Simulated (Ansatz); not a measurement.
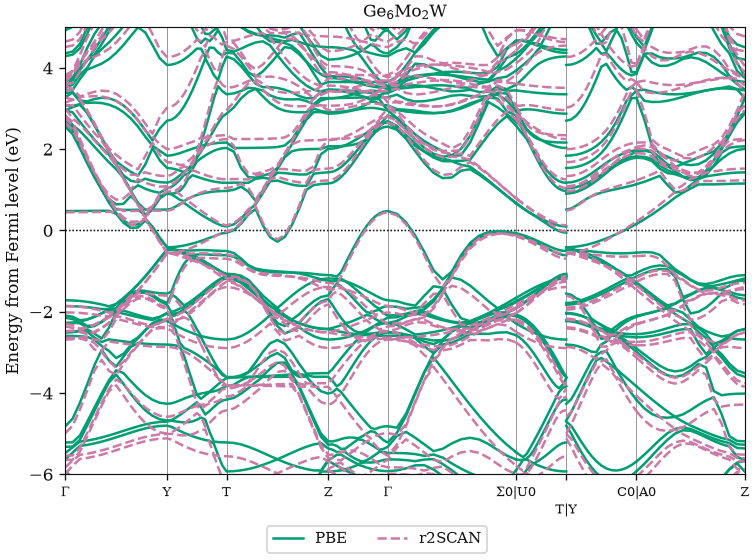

Band structures of Ge₆Mo₂W, space group Fmmm, 9 atoms in the cell, by two methods on the same cell. Each is counted from its own Fermi level.

**What changes from one method to the other?**

Both give a metal. The 9 bands that come within 1 eV of the Fermi level differ by 0.11 eV on average and by 0.22 eV at most (at T).

Settings. PBE: DFT PBE, scalar-relativistic, plane waves, PAW, no spin polarisation, 10×10×10 k mesh, 420 eV cutoff (Ansatz). r2SCAN: DFT r2SCAN, scalar-relativistic, plane waves, PAW, no spin polarisation, 10×10×10 k mesh, 500 eV cutoff, Gaussian smearing of 0.1 eV (Ansatz).

The structure is an invented one, so it need not be a known or stable phase. Spin-orbit coupling is left out, which matters for W.
